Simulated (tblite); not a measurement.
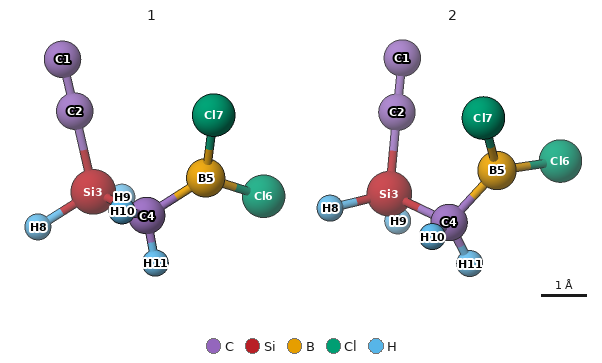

Two geometries of C₃H₄BCl₂Si (multiplicity 2), drawn at one scale. One is the start of a relaxation, the other its converged end. A ball-and-stick model, seen at a tilt.

Theory: GFN2-xTB geometry optimisation, gas phase (tblite 0.8.0). 

Q: Which geometry has the lower energy?

A: Structure 1 is the relaxed one. The atom that moves furthest after the best rigid fit is C1 (0.97 Å). By element the largest moves are C 0.97 Å, Cl 0.84 Å, H 0.78 Å, B 0.28 Å, Si 0.20 Å. Near-neighbour distances that change, for instance: B5–Cl7 1.846 → 1.720 Å, B5–Cl6 1.840 → 1.728 Å, Si3–C4 1.844 → 1.926 Å, C2–Si3 1.826 → 1.867 Å. Bond angles that change, for instance: Si3–C4–H10 113.2° → 107.4°, C4–B5–Cl7 116.7° → 121.5°, Si3–C4–H11 109.6° → 105.6°. Groups turn about Si3–C4 by about 45°. The energy falls by 46.3 kJ/mol in 117 geometry steps. The run took 0.7 s on 1 thread of Arm Neoverse V2 (shared host).
